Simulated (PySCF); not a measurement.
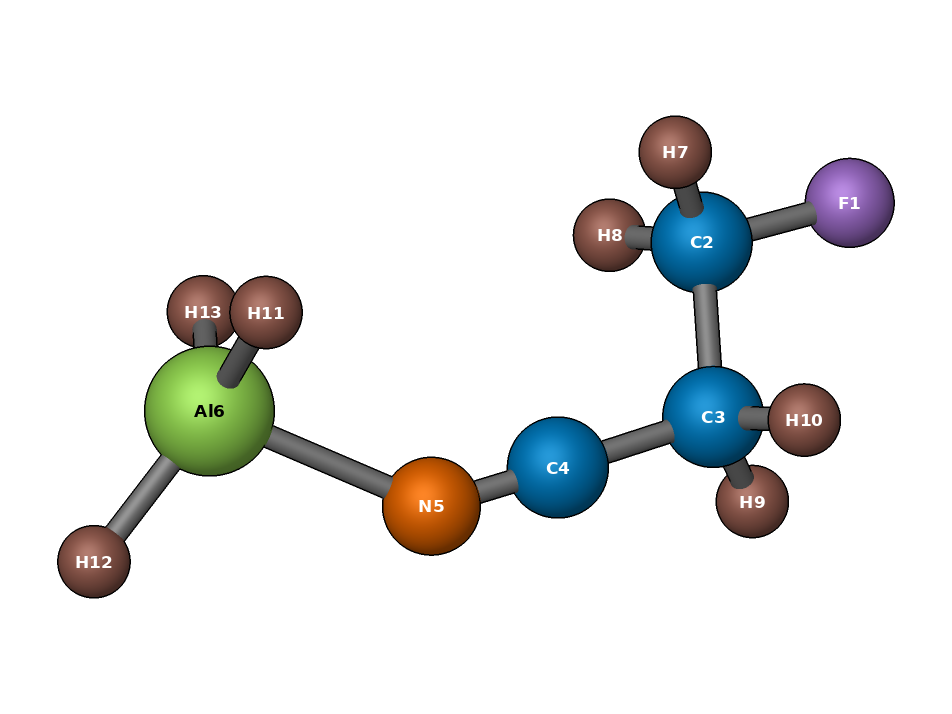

The computed structure is the end point of a GFN2-xTB optimisation. No frequency run is at hand to confirm it as a minimum. Level of theory: GIAO PBE0/pcSseg-1 NMR shielding, non-relativistic, gas phase (PySCF 2.14.0). Principal shieldings σ11 ≤ σ22 ≤ σ33, span Ω = σ33 − σ11, skew κ = 3(σiso − σ22)/Ω.

Give the shielding tensors of the F atoms.

| atom | σ11 | σ22 | σ33 | σiso | Ω | κ |
| --- | --- | --- | --- | --- | --- | --- |
| F1 | 376.7 | 398.4 | 470.2 | 415.1 | 93.5 | 0.53 |

Shieldings and span in ppm.

The geometry is semi-empirical. Around Al such bond lengths and angles can be off by a tenth of an ångström or more and by several degrees, and values that hang on the shape move with them.
